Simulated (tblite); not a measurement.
**Saddle-point search of C3H4F2O2Si**

- system: C3H4F2O2Si
- method: GFN2-xTB saddle search (eigenvector following) and harmonic vibrations, gas phase (tblite 0.8.0)

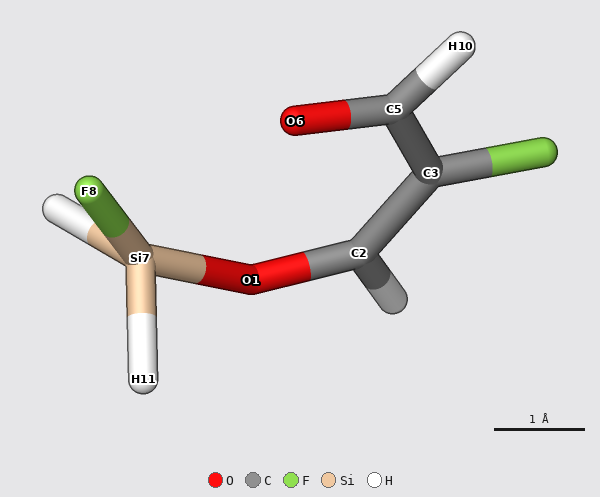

**Figure 1.** The starting structure (stick view, seen at a tilt; atoms are numbered from 1 in the order of the input). Bond lengths as drawn: C–C 1.36 to 1.43 Å, C–F 1.36 Å, C–H 1.09 to 1.10 Å, C–O 1.22 to 1.29 Å, F–Si 1.61 Å, H–Si 1.45 Å and O–Si 1.68 Å.

### Input
```
{"job": {"xc": "GFN2-xTB", "basis": "xTB", "kind": "saddle"}, "charge": 0, "multiplicity": 1}
O      0.196182    -1.193387    -0.207848
C      1.307143    -0.550610    -0.082099
C      1.397355     0.786149     0.147337
F      2.624816     1.349471     0.259925
C      0.261191     1.637317     0.273894
O     -0.888938     1.238189     0.192783
Si    -1.484936    -1.110749    -0.199261
F     -2.838023    -0.246297    -0.069019
H      2.214422    -1.148542    -0.172359
H      0.477188     2.702501     0.454660
H     -1.640225    -1.936548     0.983844
H     -1.626175    -1.527494    -1.581857
```

The first line tells a small driver script what to run in tblite; the rest is the geometry in Å.

Machine: 1 CPU thread, shared host.

Launched with:
```bash
OMP_NUM_THREADS=1 python <driver script> task.json out
```

### What the program printed
```
step      E/eV     max force
  0    -757.91828   0.0263
  1    -757.91844   0.0036
  2    -757.91131   0.6185
  3    -757.95115   0.1546
  4    -757.97176   0.1894
  5    -757.99575   0.1552
  6    -758.00997   0.1563
  7    -758.02331   0.3659
  8    -758.01825   0.0731
  9    -758.02596   0.0762
 10    -758.03187   0.0834
 11    -758.03745   0.0683
 12    -758.04440   0.1056
 13    -758.05037   0.0556
 14    -758.05268   0.1442
 15    -758.05240   0.0182
 16    -758.05366   0.0422
 17    -758.05314   0.0090
 18    -758.05373   0.0079
 19    -758.05382   0.0073
 20    -758.05383   0.0000
lowest wavenumbers (cm-1): -169.7 58.4 157.7 235.2 304.9 321.4
```

### Trajectory as extended XYZ (Å, eV, eV/Å), 12 frames, from step=0 to step=20
```
12
Properties=species:S:1:pos:R:3:forces:R:3 step=0 energy=-757.91828
O     0.1962   -1.1934   -0.2078    0.0080  -0.0170  -0.0040
C     1.3071   -0.5506   -0.0821   -0.0040   0.0030   0.0020
C     1.3974    0.7861    0.1473    0.0030  -0.0020  -0.0050
F     2.6248    1.3495    0.2599    0.0040   0.0080   0.0000
C     0.2612    1.6373    0.2739    0.0080  -0.0040   0.0100
O    -0.8889    1.2382    0.1928   -0.0090   0.0020  -0.0020
Si   -1.4849   -1.1107   -0.1993    0.0050   0.0110   0.0030
F    -2.8380   -0.2463   -0.0690   -0.0040   0.0190   0.0020
H     2.2144   -1.1485   -0.1724   -0.0040   0.0130   0.0020
H     0.4772    2.7025    0.4547   -0.0020  -0.0130  -0.0040
H    -1.6402   -1.9365    0.9838   -0.0020  -0.0130   0.0210
H    -1.6262   -1.5275   -1.5819   -0.0020  -0.0080  -0.0250
12
Properties=species:S:1:pos:R:3:forces:R:3 step=1 energy=-757.91844
O     0.1964   -1.1970   -0.1996    0.0010   0.0010  -0.0010
C     1.3065   -0.5506   -0.0812    0.0000   0.0000   0.0000
C     1.3969    0.7867    0.1438    0.0000   0.0000   0.0000
F     2.6244    1.3521    0.2471   -0.0010  -0.0010   0.0000
C     0.2611    1.6370    0.2788   -0.0010  -0.0010   0.0010
O    -0.8893    1.2372    0.2066    0.0030   0.0000   0.0020
Si   -1.4850   -1.1126   -0.1997   -0.0010   0.0000   0.0000
F    -2.8342   -0.2401   -0.0797    0.0010   0.0000  -0.0020
H     2.2150   -1.1457   -0.1738    0.0000   0.0000  -0.0010
H     0.4779    2.7020    0.4568    0.0000   0.0000   0.0010
H    -1.6485   -1.9371    0.9843    0.0000   0.0020   0.0010
H    -1.6211   -1.5320   -1.5835    0.0000  -0.0020   0.0010
12
Properties=species:S:1:pos:R:3:forces:R:3 step=3 energy=-757.95115
O     0.2017   -1.1890   -0.3172   -0.0540  -0.0100  -0.0060
C     1.3074   -0.5479   -0.1365   -0.0010   0.0390  -0.0120
C     1.3924    0.7774    0.1538    0.0010  -0.0360  -0.0050
F     2.6162    1.3493    0.2622   -0.0070   0.0000  -0.0090
C     0.2515    1.6135    0.3251   -0.0470  -0.0160   0.0180
O    -0.8955    1.1950    0.3210    0.0500   0.0080   0.0390
Si   -1.4777   -1.1049   -0.1315   -0.0670  -0.0360  -0.0180
F    -2.8191   -0.2120   -0.2604    0.1230  -0.0600  -0.0520
H     2.2189   -1.1320   -0.2649   -0.0060   0.0110  -0.0180
H     0.4580    2.6863    0.4656   -0.0080  -0.0130   0.0160
H    -1.5886   -1.5949    1.2337    0.0020   0.0770  -0.1030
H    -1.6701   -1.8891   -1.3494    0.0130   0.0350   0.1500
12
Properties=species:S:1:pos:R:3:forces:R:3 step=5 energy=-757.99575
O     0.2291   -1.2184   -0.3233    0.0160   0.0240   0.0040
C     1.3229   -0.5588   -0.1713   -0.0070  -0.0160  -0.0200
C     1.3874    0.7634    0.1490   -0.0100   0.0170   0.0020
F     2.5973    1.3718    0.2103   -0.0360  -0.0060  -0.0080
C     0.2298    1.5509    0.3836    0.0590  -0.0040   0.0000
O    -0.9023    1.0878    0.4384   -0.0240  -0.0310   0.0260
Si   -1.4611   -1.0382   -0.1288   -0.0760   0.0240  -0.0230
F    -2.7784   -0.1470   -0.4442    0.1350  -0.0450  -0.0620
H     2.2440   -1.1166   -0.3489   -0.0250   0.0270  -0.0290
H     0.3920    2.6309    0.5211   -0.0090  -0.0290   0.0270
H    -1.6176   -1.4112    1.2597   -0.0160   0.0260  -0.0120
H    -1.6478   -1.9628   -1.2440   -0.0080   0.0130   0.0960
12
Properties=species:S:1:pos:R:3:forces:R:3 step=7 energy=-758.02331
O     0.2678   -1.2513   -0.2918    0.1960   0.0360  -0.0170
C     1.3458   -0.5720   -0.2057   -0.0380  -0.1560  -0.0170
C     1.3866    0.7498    0.1458   -0.0050   0.1360   0.0110
F     2.5779    1.3962    0.1809   -0.0780  -0.0170  -0.0210
C     0.2110    1.4774    0.4132    0.1380   0.0210   0.0000
O    -0.9115    0.9674    0.4477   -0.0670  -0.0420   0.0160
Si   -1.4449   -0.9472   -0.1043   -0.2210   0.2610  -0.1300
F    -2.7412   -0.0759   -0.5969    0.2600  -0.1640   0.0440
H     2.2782   -1.0919   -0.4507   -0.1130   0.0390   0.0120
H     0.3115    2.5556    0.6007    0.0090  -0.0400  -0.0030
H    -1.6542   -1.2771    1.2803   -0.0580  -0.0540   0.1300
H    -1.6319   -1.9791   -1.1176   -0.0230  -0.0190  -0.0250
12
Properties=species:S:1:pos:R:3:forces:R:3 step=9 energy=-758.02596
O     0.2664   -1.2468   -0.3075    0.0380   0.0140   0.0210
C     1.3426   -0.5702   -0.2047   -0.0110  -0.0230  -0.0090
C     1.3858    0.7529    0.1473   -0.0040   0.0080  -0.0060
F     2.5774    1.3951    0.1886   -0.0160   0.0020  -0.0230
C     0.2139    1.4837    0.4120    0.0280   0.0070   0.0090
O    -0.9102    0.9755    0.4529   -0.0150  -0.0200   0.0100
Si   -1.4469   -0.9492   -0.1060   -0.0530   0.0140  -0.0100
F    -2.7333   -0.0816   -0.5922    0.0710  -0.0170  -0.0220
H     2.2716   -1.0928   -0.4421   -0.0130   0.0120  -0.0110
H     0.3200    2.5624    0.5902   -0.0090  -0.0240   0.0130
H    -1.6517   -1.2918    1.2835   -0.0210   0.0010  -0.0110
H    -1.6404   -1.9854   -1.1206    0.0050   0.0260   0.0390
12
Properties=species:S:1:pos:R:3:forces:R:3 step=10 energy=-758.03187
O     0.2754   -1.2558   -0.2911    0.0400   0.0140   0.0200
C     1.3464   -0.5723   -0.2115   -0.0120  -0.0240  -0.0060
C     1.3848    0.7529    0.1407   -0.0070   0.0130  -0.0070
F     2.5716    1.4044    0.1669   -0.0200   0.0000  -0.0240
C     0.2111    1.4692    0.4224    0.0170   0.0070   0.0060
O    -0.9104    0.9493    0.4666    0.0010  -0.0110   0.0120
Si   -1.4445   -0.9315   -0.0987   -0.0610   0.0150  -0.0100
F    -2.7099   -0.0614   -0.6389    0.0790  -0.0260  -0.0060
H     2.2762   -1.0861   -0.4656   -0.0140   0.0080  -0.0040
H     0.3047    2.5462    0.6133   -0.0060  -0.0210   0.0080
H    -1.6744   -1.2718    1.2875   -0.0210  -0.0040  -0.0110
H    -1.6357   -1.9913   -1.0901    0.0030   0.0280   0.0230
12
Properties=species:S:1:pos:R:3:forces:R:3 step=12 energy=-758.04440
O     0.2950   -1.2858   -0.2056    0.0710   0.0720   0.0220
C     1.3519   -0.5814   -0.2058   -0.0650  -0.0180   0.0010
C     1.3775    0.7597    0.1025   -0.0200   0.0080  -0.0020
F     2.5504    1.4380    0.0539   -0.0940  -0.0450  -0.0170
C     0.2061    1.4442    0.4462   -0.0280  -0.0430   0.0020
O    -0.9035    0.8925    0.5456    0.0840   0.0120  -0.0110
Si   -1.4399   -0.9049   -0.0812   -0.0210   0.0260   0.0590
F    -2.6371   -0.0055   -0.7269    0.0650  -0.0110   0.0210
H     2.2816   -1.0821   -0.4841   -0.0020  -0.0100   0.0010
H     0.2768    2.5187    0.6501    0.0000   0.0030   0.0040
H    -1.7556   -1.2756    1.2821    0.0010   0.0140  -0.0570
H    -1.6079   -1.9660   -1.0751    0.0090  -0.0080  -0.0230
12
Properties=species:S:1:pos:R:3:forces:R:3 step=14 energy=-758.05268
O     0.3098   -1.3180   -0.0856    0.0930   0.0980  -0.0180
C     1.3475   -0.5949   -0.1866   -0.0680  -0.0150   0.0120
C     1.3518    0.7650    0.0458   -0.0230  -0.0040   0.0070
F     2.4986    1.4711   -0.1136   -0.1150  -0.0680   0.0130
C     0.1955    1.4216    0.4739   -0.0480  -0.0560   0.0030
O    -0.8890    0.8351    0.6668    0.1290   0.0470  -0.0440
Si   -1.4229   -0.8857   -0.0610   -0.0590   0.0120   0.0200
F    -2.5241    0.0710   -0.8007    0.0770  -0.0390   0.0510
H     2.2765   -1.0909   -0.4763   -0.0090  -0.0030   0.0030
H     0.2519    2.4963    0.6783   -0.0030  -0.0080   0.0010
H    -1.8473   -1.3008    1.2582    0.0170   0.0230  -0.0610
H    -1.5529   -1.9181   -1.0978    0.0090   0.0140   0.0140
12
Properties=species:S:1:pos:R:3:forces:R:3 step=16 energy=-758.05366
O     0.3102   -1.3167   -0.0886    0.0280   0.0290  -0.0050
C     1.3471   -0.5953   -0.1866   -0.0200  -0.0040   0.0040
C     1.3504    0.7635    0.0475   -0.0060  -0.0010   0.0010
F     2.4961    1.4681   -0.1091   -0.0360  -0.0200   0.0020
C     0.1950    1.4215    0.4720   -0.0140  -0.0170   0.0020
O    -0.8889    0.8361    0.6617    0.0380   0.0140  -0.0120
Si   -1.4223   -0.8848   -0.0608   -0.0180   0.0020   0.0060
F    -2.5260    0.0696   -0.7943    0.0230  -0.0100   0.0140
H     2.2765   -1.0910   -0.4752   -0.0020  -0.0010   0.0010
H     0.2518    2.4962    0.6761   -0.0010  -0.0030   0.0010
H    -1.8432   -1.2996    1.2573    0.0040   0.0070  -0.0190
H    -1.5514   -1.9157   -1.0984    0.0040   0.0050   0.0050
12
Properties=species:S:1:pos:R:3:forces:R:3 step=18 energy=-758.05373
O     0.3102   -1.3162   -0.0904    0.0050   0.0040   0.0010
C     1.3470   -0.5953   -0.1867   -0.0030  -0.0010   0.0010
C     1.3501    0.7630    0.0484   -0.0010   0.0000  -0.0010
F     2.4956    1.4669   -0.1067   -0.0070  -0.0030  -0.0020
C     0.1950    1.4216    0.4712   -0.0030  -0.0030   0.0010
O    -0.8890    0.8367    0.6591    0.0070   0.0020   0.0000
Si   -1.4223   -0.8846   -0.0608   -0.0030   0.0010   0.0010
F    -2.5276    0.0686   -0.7916    0.0050   0.0000   0.0010
H     2.2766   -1.0910   -0.4748    0.0000   0.0000   0.0000
H     0.2520    2.4963    0.6753   -0.0010  -0.0010   0.0000
H    -1.8415   -1.2990    1.2571   -0.0010   0.0010  -0.0040
H    -1.5510   -1.9152   -1.0985    0.0020   0.0020   0.0010
12
Properties=species:S:1:pos:R:3:forces:R:3 step=20 energy=-758.05383
O     0.3122   -1.3192   -0.0793    0.0000   0.0000   0.0000
C     1.3466   -0.5970   -0.1847    0.0000   0.0000   0.0000
C     1.3469    0.7629    0.0429    0.0000   0.0000   0.0000
F     2.4891    1.4693   -0.1229    0.0000   0.0000   0.0000
C     0.1937    1.4190    0.4735    0.0000   0.0000   0.0000
O    -0.8875    0.8308    0.6697    0.0000   0.0000   0.0000
Si   -1.4205   -0.8819   -0.0586    0.0000   0.0000   0.0000
F    -2.5165    0.0763   -0.7972    0.0000   0.0000   0.0000
H     2.2764   -1.0919   -0.4734    0.0000   0.0000   0.0000
H     0.2492    2.4935    0.6778    0.0000   0.0000   0.0000
H    -1.8498   -1.3008    1.2543    0.0000   0.0000   0.0000
H    -1.5446   -1.9091   -1.1005    0.0000   0.0000   0.0000
```

### Key numbers

```tsv
quantity	value
outcome	converged
total energy	−758.0538 eV
point group	C1
wall time	6.2 s
peak memory	0.2 GiB
```
